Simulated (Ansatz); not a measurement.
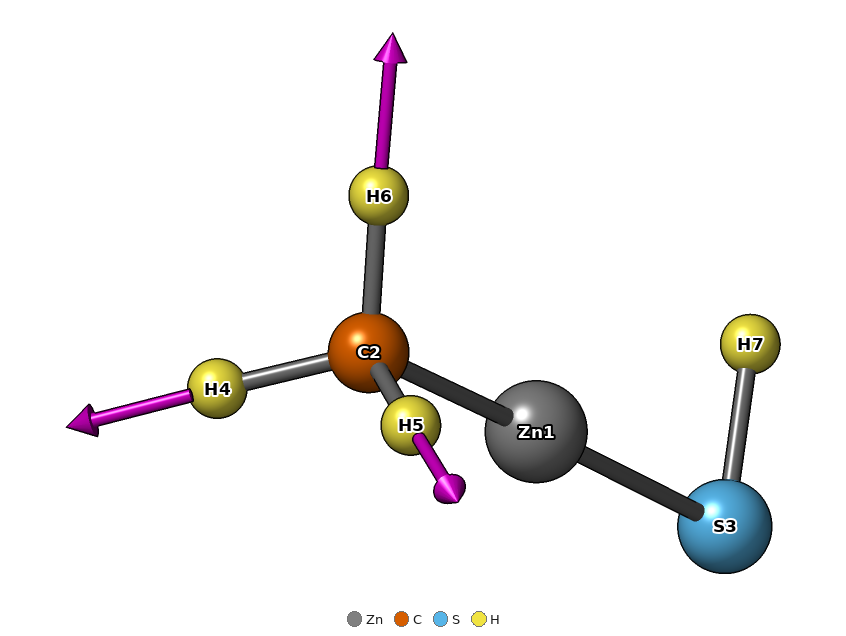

The arrows show one normal mode. Harmonic vibrations computed with RKS PBE0-D4/def2-TZVP (Ansatz 0.2.0) at a stationary point of the same level.

Question: Describe the motion.

Answer: Mostly in-phase stretching of 3 C–H bonds.

Question: At what wavenumber does it lie?

Answer: 3053 cm⁻¹; it is mode 13 of 15 counted from the lowest.
